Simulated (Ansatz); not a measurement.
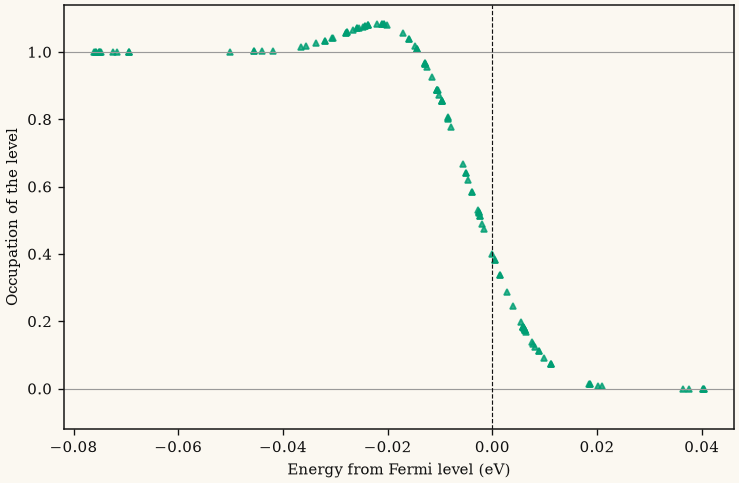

Occupations of the one-electron levels of the k mesh against their energy, from a run on Cs₂FeBiO₆, space group Fm-3m (No. 225), 10 atoms in the cell, cell charge +1 e, with Ansatz.

Which smearing scheme was used (Fermi-Dirac, Gaussian, Methfessel-Paxton or cold), and about what width?

cold (Marzari-Vanderbilt) smearing with a width of 0.015 eV. The occupations overshoot 1 below the Fermi level (up to 1.08) but never turn negative, and they are not symmetric about it.
